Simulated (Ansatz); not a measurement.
**What PbS2 (model cell, started as rutile) distorts into**

Aim: this structure of PbS2 (model cell, started as rutile) is to be tested for unstable modes, and one is followed downhill.

Main program and level: Ansatz 0.2.0; DFT PBEsol, scalar-relativistic, plane waves, PAW.

The structure was built from a prototype and need not be the compound's stable phase.

## 1. Set-up

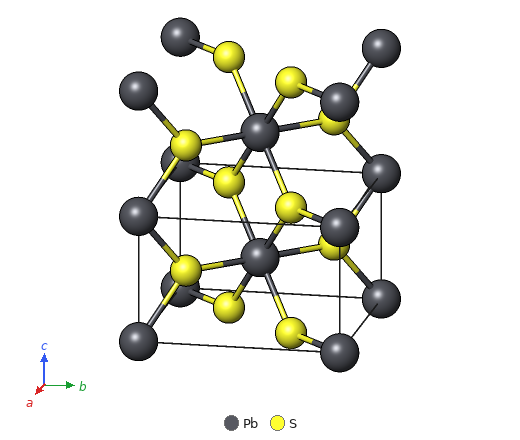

Start, viewed slightly off an axis; lead dark grey, sulfur yellow. 1×1×2 cells are drawn. Some periodic images of atoms are drawn too.

## 2. The dispersion

The cell comes from relaxations at this level that are not shown. Stability and thermal properties need the whole zone. Linear response on a 2×2×4 q mesh gives force constants as far as a supercell of that size would.

File input.yaml:

```yaml
crystal:
  lattice:
    - [6.2811235934, 0.0, 0.0]
    - [0.0, 6.2811235934, 0.0]
    - [0.0, 0.0, 3.9771181291]
  atoms:
    - { symbol: Pb, position: [0.0, 0.0, 0.0] }
    - { symbol: Pb, position: [0.5, 0.5, 0.5] }
    - { symbol: S, position: [0.3051114232, 0.3051114232, 0.0] }
    - { symbol: S, position: [0.6948885768, 0.6948885768, 0.0] }
    - { symbol: S, position: [0.8051114232, 0.1948885768, 0.5] }
    - { symbol: S, position: [0.1948885768, 0.8051114232, 0.5] }
kpoints:
  mp_grid: { grid: [6, 6, 8] }
hamiltonian:
  xc: pbesol
scf:
  occupations: { method: gaussian, width: 0.01 }
output:
  eigenvalues: true
phonons:
  method: dfpt
  qmesh: [2, 2, 4]
  temperatures: { t_max: 1000, t_step: 50 }
  qpath:
    path:
      - [[0.0, 0.0, 0.0], [0.0, 0.5, 0.0], [0.5, 0.5, 0.0], [0.0, 0.0, 0.0], [0.0, 0.0, 0.5], [0.0, 0.5, 0.5], [0.5, 0.5, 0.5], [0.0, 0.0, 0.5]]
      - [[0.0, 0.5, 0.0], [0.0, 0.5, 0.5]]
      - [[0.5, 0.5, 0.0], [0.5, 0.5, 0.5]]
    npoints: 10
```

On the command line:

```
$ ansatz run input.yaml --threads 8 --pin off --max-ram 14336MiB --backend cpu --events-out ev --progress --plain --runs-dir out
```

Numbers of over 12 decimals in the logs are rounded to 6 here.

What it wrote:

```text
Warning: phonons: the dynamical matrix that this run interpolates holds no multipole term above the dipole-dipole one, and a site of this crystal is no centre of inversion, so its interpolated transverse optical and acoustic branches and sound speeds can stay off near Gamma, and the density of states and the thermodynamics with them. What a run solves at a wave vector of phonons.qpoints, Gamma apart, where the deck admits one, is free of this, and under fd what a larger phonons.supercell samples
Engine: ansatz 0.2.0, aarch64-unknown-linux-gnu
Pseudopotentials: kind: paw
Pseudopotential: Pb, paw, valence charge 14, recommended cutoff 420 eV (normal), Pb.paw.azcp
Pseudopotential: S, paw, valence charge 6, recommended cutoff 420 eV (normal), S.paw.azcp
Functional definition: PBEsol
  exchange = pbesol_x
  correlation = pbesol_c
Crystal: 6 atoms, lattice volume = 156.907 Å³
Basis set: ecut = 420 eV, 3089 PW (Γ), exchange–correlation on 96×96×60 points (8 copies of the dense FFT grid, shifted against one another)
Bands: 32, of which v1, the nominal top of the filled ones, is band 26 counted from 1 (25 counted from 0)
Symmetry: 16 space group operations
k-points: 50 of 288
Non-local potential: Pb, projectors of the file, l = 0: 2, l = 1: 2, l = 2: 2, l = 3: 2
Non-local potential: S, projectors of the file, l = 0: 2, l = 1: 2, l = 2: 2
PAW form: soft (Blöchl's): semilocal exchange-correlation on the pseudo side does not see the compensation charge
PAW frozen core: Pb, regenerated for the run's functional, and the local potential with it (the file was generated under x = pbe(κ = 0.804, μ = 0.219515), c = pbe(β = 0.066725))
PAW frozen core: S, regenerated for the run's functional, and the local potential with it (the file was generated under x = pbe(κ = 0.804, μ = 0.219515), c = pbe(β = 0.066725))
PAW one-centre angular grid: Pb, 590 points (default); XC on 64 Gauss nodes
PAW one-centre angular grid: S, 110 points (default); XC on 64 Gauss nodes
Initial density: superposition of atomic densities (neutral atoms: chi_scale 0, normalization atom), corrected by the library's trained network
Initial wavefunctions: pseudopotential atomic-orbital guess
Functional: x = pbesol(κ = 0.804, μ = 0.123457), c = pbesol(β = 0.046)
SCF iter   1: F=—  HF=-27048.592904 eV  |F-HF|=—  |Δ(HF+E_count)|=         —  Δρ=4.23e-3  dr2=4.19e-2  ethr=1.77e-3  ⟨swp⟩=8.4  Hψ=8251  notcnv=0
preconditioner: auto → Resta (q_TF=auto, 2.270 Å⁻¹)  ε∞=3.7  [insulator: Δε(μ)=0.159 eV  Ē_g=13.003 eV  σ=0.010 eV  W_gap=1.00  n_scr=38 (ndim 8)  ℏωp=21.4 eV  f_vac=0.040  D(μ)=0.00/eV (n_scr^D=0)  ε∞_Penn≈3.7]
SCF iter   2: F=—  HF=-27048.582054 eV  |F-HF|=—  |Δ(HF+E_count)|=   1.08e-2  Δρ=1.64e-3  dr2=5.66e-3  ethr=8.07e-5  ⟨swp⟩=2.7  Hψ=2841  notcnv=0  defer=87
SCF iter   3: F=—  HF=-27048.580978 eV  |F-HF|=—  |Δ(HF+E_count)|=   1.08e-3  Δρ=4.86e-4  dr2=3.64e-4  ethr=1.09e-5  ⟨swp⟩=3.3  Hψ=3050  notcnv=0  defer=87
SCF iter   4: F=—  HF=-27048.581099 eV  |F-HF|=—  |Δ(HF+E_count)|=   1.21e-4  Δρ=1.25e-4  dr2=3.98e-5  ethr=7.00e-7  ⟨swp⟩=2.7  Hψ=2211  notcnv=0  defer=87
SCF iter   5: F=—  HF=-27048.581125 eV  |F-HF|=—  |Δ(HF+E_count)|=   2.61e-5  Δρ=3.86e-5  dr2=2.64e-6  ethr=7.65e-8  ⟨swp⟩=2.1  Hψ=2003  notcnv=0  defer=87
SCF iter   6: F=—  HF=-27048.581128 eV  |F-HF|=—  |Δ(HF+E_count)|=   2.88e-6  Δρ=5.21e-6  dr2=7.70e-8  ethr=5.07e-9  ⟨swp⟩=2.1  Hψ=2369  notcnv=0  defer=87
SCF iter   7: F=—  HF=-27048.581128 eV  |F-HF|=—  |Δ(HF+E_count)|=   1.34e-7  Δρ=2.81e-6  dr2=1.38e-8  ethr=1.48e-10  ⟨swp⟩=2.1  Hψ=2473  notcnv=0  defer=87
SCF iter   8: F=—  HF=-27048.581128 eV  |F-HF|=—  |Δ(HF+E_count)|=   3.77e-9  Δρ=5.39e-7  dr2=4.30e-10  ethr=2.66e-11  ⟨swp⟩=2.0  Hψ=2784  notcnv=0  defer=87
SCF iter   9: F=—  HF=-27048.581128 eV  |F-HF|=—  |Δ(HF+E_count)|=  2.11e-10  Δρ=1.68e-7  dr2=4.50e-11  ethr=1.00e-12  ⟨swp⟩=2.0  Hψ=2068  notcnv=0  defer=87
SCF iter  10: F=-27048.581128 eV  HF=-27048.581128 eV  |F-HF|=3.64e-12  |Δ(HF+E_count)|=    0.00e0  Δρ=5.19e-8  dr2=4.07e-12  ethr=1.00e-12  ⟨swp⟩=11.9  Hψ=8825  notcnv=0
SCF 1 converged in 10 iterations: F = -27048.581128 eV  dr2 = 4.07e-12
  greatest PAW one-centre occupation: 0.982 electrons in one spin orbital (limit 2), on the Pb atom at site 0 (counted from 0), in its partial waves of l = 2
Initial density: read from a saved state, or passed on in memory by an earlier SCF of this step, an earlier step, the calling program or the single point that the run made first
[...]
SCF iter   1: F=—  HF=-27048.581129 eV  |F-HF|=—  |Δ(HF+E_count)|=         —  Δρ=8.83e-7  dr2=2.16e-9  ethr=1.88e-7  ⟨swp⟩=3.3  Hψ=13243  notcnv=0
eigensolver tolerance schedule: the retry pair's looser diagonalisation over-reported the residual by 45270.75 of it (diagonalisation noise at an unbounded share of the residual, at the tolerance the schedule requests for it); recorded, not acted on — ethr = c·dr2/N_el stays at c = 1.0e-1
preconditioner: auto → Resta (q_TF=auto, 2.270 Å⁻¹)  ε∞=3.7  [insulator: Δε(μ)=0.170 eV  Ē_g=13.017 eV  σ=0.010 eV  W_gap=1.00  n_scr=38 (ndim 8)  ℏωp=21.4 eV  f_vac=0.033  D(μ)=0.00/eV (n_scr^D=0)  ε∞_Penn≈3.7]
SCF iter   2: F=—  HF=-27048.581128 eV  |F-HF|=—  |Δ(HF+E_count)|=   7.99e-7  Δρ=5.41e-7  dr2=8.95e-10  ethr=4.15e-12  ⟨swp⟩=4.1  Hψ=4705  notcnv=0
SCF iter   3: F=—  HF=-27048.581128 eV  |F-HF|=—  |Δ(HF+E_count)|=  2.00e-10  Δρ=3.17e-7  dr2=2.95e-10  ethr=1.72e-12  ⟨swp⟩=1.1  Hψ=1606  notcnv=0
SCF iter   4: F=—  HF=-27048.581128 eV  |F-HF|=—  |Δ(HF+E_count)|=  6.91e-11  Δρ=1.79e-7  dr2=8.84e-11  ethr=1.00e-12  ⟨swp⟩=1.0  Hψ=1600  notcnv=0
SCF iter   5: F=-27048.581128 eV  HF=-27048.581128 eV  |F-HF|=7.28e-12  |Δ(HF+E_count)|=  1.09e-11  Δρ=3.97e-8  dr2=3.65e-12  ethr=1.00e-12  ⟨swp⟩=3.7  Hψ=4854  notcnv=0
SCF 2 converged in 5 iterations: F = -27048.581128 eV  dr2 = 3.65e-12
  greatest PAW one-centre occupation: 0.982 electrons in one spin orbital (limit 2), on the Pb atom at site 1 (counted from 0), in its partial waves of l = 2
k-points: 104 of 288 (irreducible under 2 space group operations, time reversal used)
iter 1 solved again at ethr=1.74e-7 eV; its pass at ethr=3.10e-3 eV (dr2=9.05e-5 eV) is discarded
SCF iter   1: F=—  HF=-27048.581129 eV  |F-HF|=—  |Δ(HF+E_count)|=         —  Δρ=7.11e-7  dr2=1.40e-9  ethr=1.74e-7  ⟨swp⟩=3.6  Hψ=22779  notcnv=0  defer=416
eigensolver tolerance schedule: the retry pair's looser diagonalisation over-reported the residual by 64903.34 of it (diagonalisation noise at an unbounded share of the residual, at the tolerance the schedule requests for it); recorded, not acted on — ethr = c·dr2/N_el stays at c = 1.0e-1
preconditioner: auto → Resta (q_TF=auto, 2.270 Å⁻¹)  ε∞=3.7  [insulator: Δε(μ)=0.170 eV  Ē_g=13.032 eV  n_scr=38 (ndim 8)  ℏωp=21.4 eV  f_vac=0.033  ε∞_Penn≈3.7]
SCF iter   2: F=—  HF=-27048.581128 eV  |F-HF|=—  |Δ(HF+E_count)|=   1.07e-6  Δρ=4.86e-7  dr2=7.12e-10  ethr=2.68e-12  ⟨swp⟩=4.4  Hψ=9881  notcnv=0  defer=416
SCF iter   3: F=—  HF=-27048.581128 eV  |F-HF|=—  |Δ(HF+E_count)|=  1.46e-10  Δρ=2.92e-7  dr2=2.50e-10  ethr=1.37e-12  ⟨swp⟩=1.1  Hψ=3161  notcnv=0  defer=416
SCF iter   4: F=-27048.581128 eV  HF=-27048.581128 eV  |F-HF|=6.91e-11  |Δ(HF+E_count)|=  4.00e-11  Δρ=1.83e-7  dr2=9.33e-11  ethr=1.00e-12  ⟨swp⟩=11.2  Hψ=14770  notcnv=0
SCF 3 converged in 4 iterations: F = -27048.581128 eV  dr2 = 9.33e-11
NSCF: frozen V_eff on 104 k-points
NSCF: frozen V_eff on 50 k-points
[...]
DFPT response loops at q = (0, 0, 0) (fractional): preconditioner auto → Resta (q_TF=auto, 2.270 Å⁻¹)  ε∞=18.8 (no band partly filled); β = 1.00, the filter's whole step (`scf.mixing.beta` (0.50) is not read by the response loops at its default; to damp them type it under 1.00, their step now; it binds the ground state too); Broyden in place of MSR1
NSCF: frozen V_eff on 320 k-points
DFPT response loops at q = (0, 0, 0.25) (fractional): mixed as the last ones told, above
NSCF: frozen V_eff on 200 k-points
DFPT response loops at q = (0, 0, -0.5) (fractional): mixed as the last ones told, above
NSCF: frozen V_eff on 200 k-points
DFPT response loops at q = (0, -0.5, 0) (fractional): mixed as the last ones told, above
NSCF: frozen V_eff on 320 k-points
DFPT response loops at q = (0, -0.5, 0.25) (fractional): mixed as the last ones told, above
NSCF: frozen V_eff on 200 k-points
DFPT response loops at q = (0, -0.5, -0.5) (fractional): mixed as the last ones told, above
NSCF: frozen V_eff on 200 k-points
DFPT response loops at q = (-0.5, -0.5, 0) (fractional): mixed as the last ones told, above
NSCF: frozen V_eff on 320 k-points
DFPT response loops at q = (-0.5, -0.5, 0.25) (fractional): mixed as the last ones told, above
NSCF: frozen V_eff on 200 k-points
DFPT response loops at q = (-0.5, -0.5, -0.5) (fractional): mixed as the last ones told, above
SCF converged after 10 iterations
Free energy (F): -27048.581128 eV
Harris-Foulkes:  -27048.581128 eV  (|F-HF|=3.64e-12)
Internal energy: -27048.581128 eV  (E = F + TS)
E sigma→0 (E₀):  -27048.581128 eV
Fermi energy:    5.548786 eV
--- Per-component energies (eV) ---
  E_band       = -203.901079
  E_kinetic    = 1002.543171
  E_local      = -3285.339695  (includes V_loc(G=0)·N_el)
  E_nonlocal   = 824.463255
  E_hartree    = 1285.008029
  E_xc         = -814.768103
  E_vxc        = -605.588270  (∫ρ·V_xc dr)
  E_paw        = -22860.252128  (= ΣΔE_a)
  E_vpaw       = -709.995631  (= ΣTr[D̂ρ^β])
  E_aug_tail   = 0.000101  (compensation charges beyond the density's cutoff)
  E_ewald      = -3200.607789
  E_core_change = 0.372030  (= ΣΔE_core)
  E_smearing   = -0.000000  (= −TS)
  E_closure    = 0.000000  (closes the sum)
  Σ components = -27048.581128   (vs F -27048.581128, Δ=0.00e0)
--- Band table (eV; the first three rows and the last of 50) ---
  k-point 0: bands = [... 22 lower, 4.8386, 4.8386, 5.2536, 5.2536, 5.9038, 6.8601, 8.7154, 8.7154, ... 2 higher]
  k-point 1: bands = [... 22 lower, 4.2071, 5.2903, 5.2949, 5.2949, 5.7894, 7.2071, 9.3877, 9.3877, ... 2 higher]
  k-point 2: bands = [... 22 lower, 3.5576, 5.1492, 5.1492, 5.4642, 5.7662, 7.4634, 10.0561, 10.5461, ... 2 higher]
  k-point 49: bands = [... 22 lower, 4.9069, 4.9069, 5.0528, 5.0528, 5.8605, 5.8605, 10.6816, 10.6816, ... 2 higher]
--- Phonons (Γ-DFPT): 4 representative perturbations + reference (Σ response iterations 12) ---
  ASR residual: 3.837e-5 → 0.000e0 eV/Å²; symmetrization residual: 3.649e-6 eV/Å²
  ASR residual per site (eV/Å²): 3.84e-5 3.84e-5 3.43e-5 3.43e-5 3.43e-5 3.43e-5
  Γ frequencies (cm⁻¹): -83.01 -83.01 -81.87 -61.85 0.00 0.00 0.00 30.40 95.90 95.90 190.95 190.95 203.34 241.64 241.64 248.23 276.76 298.15
--- Phonons (arbitrary-q DFPT): 9 irreducible q on the 2×2×4 mesh ---
  q = [0.0000, 0.0000, 0.0000] (star 1, of the zone-centre solve; hermiticity 1.09e-6, symmetrization 7.68e-12): -83.01 -83.01 -81.87 -61.85 -0.00 -0.00 0.00 30.40 95.90 95.90 190.95 190.95 203.34 241.64 241.64 248.23 276.76 298.15
  q = [0.0000, 0.0000, 0.2500] (star 2, 4 solved perturbations in 528 linear systems a pass and spin channel, the states on 160 of 288 k-point pairs; hermiticity 6.31e-7, symmetrization 7.19e-13): -86.52 -85.77 -85.77 -55.87 22.73 22.73 75.39 76.97 78.69 78.69 228.98 228.98 231.18 235.76 235.76 249.90 278.11 297.09
  q = [0.0000, 0.0000, -0.5000] (star 1, 4 solved perturbations in 330 linear systems a pass and spin channel, the states on 100 of 288 k-point pairs; hermiticity 8.69e-7, symmetrization 2.50e-13): -85.11 -85.11 -82.97 -82.97 39.28 39.28 60.11 60.11 107.25 107.25 225.10 225.10 244.58 244.58 250.52 250.52 290.60 290.60
  q = [0.0000, -0.5000, 0.0000] (star 2, 6 solved perturbations on 100 of 288 k-point pairs; hermiticity 1.59e-6, symmetrization 8.39e-13): -80.55 -80.55 -59.15 -59.15 22.83 22.83 70.82 70.82 73.59 73.59 185.58 185.58 232.91 232.91 236.99 236.99 289.79 289.79
  q = [0.0000, -0.5000, 0.2500] (star 4, 6 solved perturbations on 160 of 288 k-point pairs; hermiticity 9.60e-7, symmetrization 3.49e-13): -80.15 -80.15 -68.55 -68.55 34.74 34.74 52.57 52.57 98.80 98.80 216.24 216.24 228.10 228.10 250.75 250.75 291.56 291.56
  q = [0.0000, -0.5000, -0.5000] (star 2, 6 solved perturbations on 100 of 288 k-point pairs; hermiticity 9.58e-7, symmetrization 4.81e-13): -85.92 -85.92 -65.64 -65.64 23.81 23.81 31.69 31.69 126.45 126.45 209.72 209.72 245.15 245.15 254.17 254.17 292.95 292.95
  q = [-0.5000, -0.5000, 0.0000] (star 1, 4 solved perturbations in 330 linear systems a pass and spin channel, the states on 100 of 288 k-point pairs; hermiticity 1.09e-6, symmetrization 1.78e-12): -91.17 -91.17 -88.94 -88.94 17.48 17.48 32.07 32.07 103.14 103.14 196.60 196.60 230.16 230.16 242.27 242.27 282.23 282.23
  q = [-0.5000, -0.5000, 0.2500] (star 2, 4 solved perturbations in 528 linear systems a pass and spin channel, the states on 160 of 288 k-point pairs; hermiticity 8.26e-7, symmetrization 5.50e-13): -87.42 -87.42 -80.96 -80.96 17.62 17.62 80.56 80.56 84.64 84.64 228.39 228.39 231.46 231.46 233.61 233.61 289.70 289.70
  q = [-0.5000, -0.5000, -0.5000] (star 1, 4 solved perturbations in 330 linear systems a pass and spin channel, the states on 100 of 288 k-point pairs; hermiticity 1.05e-6, symmetrization 1.42e-12): -83.65 -83.65 -62.27 -62.27 18.71 18.71 60.91 60.91 111.85 111.85 223.55 223.55 232.61 232.61 244.33 244.33 293.33 293.33
  sum rule: each row above includes the acoustic sum rule's correction from the zone centre's row sums; it moved no ω² by more than (0.54 cm⁻¹)²
  mesh force constants: q→R imaginary residual 4.38e-18; ASR residual 3.837e-5 → 0.000e0 eV/Å²; symmetrization residual 5.329e-15 eV/Å²
  interpolated dispersion: 93 rows × 18 modes
  density of states and harmonic sums: on the 10×10×16 q-mesh, interpolated from the force constants of a 2×2×4 supercell (no non-analytic term)
  largest difference from the sums on the solved wave vectors: F 4.95e-2 eV, S 6.51e-5 and C_V 1.56e-5 eV/K
  zero-point energy: 0.143809 eV/cell   skipped modes (ω ≤ 0): 760, of them read as no rigid motion or as one in doubt: 757 (4.005e0 modes/cell left out, lowest -92.02 cm⁻¹)   left out of the sums: 2.23e-1 of the cell's modes: C_V's classical limit lies that fraction below 3 k_B per atom; for a crystal, a wire or a layer, F and S can be off by more, and a phonons.interpolated_qmesh denser along its periods is the remedy for the sampling
```

The job ended after 10 min (8 threads of Arm Neoverse N1, shared host; peak memory 2.3 GiB).

In the SCF lines HF is the Harris–Foulkes energy and dr2 the Hartree energy of the density residual, in eV; the loop may stop once dr2 is under the threshold and the program's other checks hold. Hψ counts applications of the Hamiltonian.

Numbers from this step:

```yaml
gap_on_the_k_mesh: 0.1696 eV
volume_per_atom: 26.15 Å³
sum_rule_residual_before_enforcement: 3.84e-5 eV/Å²
lowest_frequency_on_the_path: -92.02 cm⁻¹
point_group: 4/mmm
highest_frequency_on_the_path_or_at_a_solved_wavevector: 298.1 cm⁻¹
highest_optical_mode_at_the_zone_centre_no_lo_to_term: 298.1 cm⁻¹
lowest_optical_zone_centre_mode: -83.01 cm⁻¹
lowest_mode_on_the_q_mesh_acoustic_modes_at_gamma_apart: -91.17 cm⁻¹
```

Frequencies (cm⁻¹) solved at each irreducible wavevector; negative means imaginary. Frequencies by wavevector, by row:

```
q in reciprocal lattice units  star  mode 1  mode 2  mode 3  mode 4  mode 16  mode 17  mode 18
                        0 0 0     1     -83     -83   -81.9   -61.9    248.2    276.8    298.1
                     0 0 0.25     2   -86.5   -85.8   -85.8   -55.9    249.9    278.1    297.1
                     0 0 -0.5     1   -85.1   -85.1     -83     -83    250.5    290.6    290.6
                     0 -0.5 0     2   -80.5   -80.5   -59.1   -59.1      237    289.8    289.8
                  0 -0.5 0.25     4   -80.2   -80.2   -68.5   -68.5    250.8    291.6    291.6
                  0 -0.5 -0.5     2   -85.9   -85.9   -65.6   -65.6    254.2    292.9    292.9
                  -0.5 -0.5 0     1   -91.2   -91.2   -88.9   -88.9    242.3    282.2    282.2
               -0.5 -0.5 0.25     2   -87.4   -87.4     -81     -81    233.6    289.7    289.7
               -0.5 -0.5 -0.5     1   -83.7   -83.7   -62.3   -62.3    244.3    293.3    293.3
```

Interpolated from a 2×2×4 q mesh, without the LO-TO term. Phonon branches along the path, in cm⁻¹:

```
    point  branch 1  branch 2  branch 3  branch 4  branch 15  branch 16  branch 17  branch 18
        Γ       -83       -83       -82       -62        242        248        277        298
        X       -80       -80       -59       -59        237        237        290        290
        M       -91       -91       -89       -89        242        242        282        282
        Γ       -83       -83       -82       -62        242        248        277        298
        Z       -85       -85       -83       -83        250        250        291        291
        R       -86       -86       -66       -66        254        254        293        293
        A       -84       -84       -62       -62        244        244        293        293
        Z       -85       -85       -83       -83        250        250        291        291
jump to X       -80       -80       -59       -59        237        237        290        290
        R       -86       -86       -66       -66        254        254        293        293
jump to M       -91       -91       -89       -89        242        242        282        282
        A       -84       -84       -62       -62        244        244        293        293
```

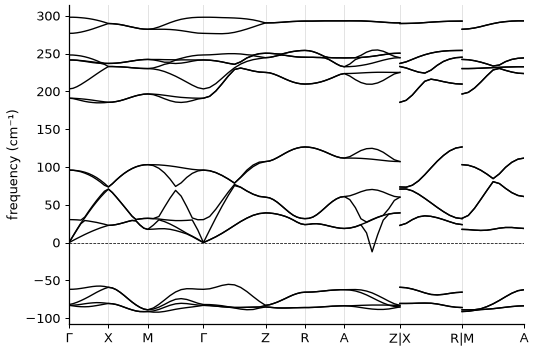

Phonon branches along the path.

Symmetry leaves 9 wavevectors to solve. The lowest mode among them, the acoustic zeros apart, lies at q = (-0.5, -0.5, 0) and is imaginary, 91.2i cm⁻¹, so the energy falls along it.

(Part 1 of 2 ends here.)

[Logs are printed without paths, hosts, clocks, repeated set-up lines and the standing remarks that a program may print on its own settings, such as how far it seeks lower states.]

[Hosts, paths, dates, database ids (printed as entryN), source tags and the programs' standing remarks are cut or masked in the printed files.]
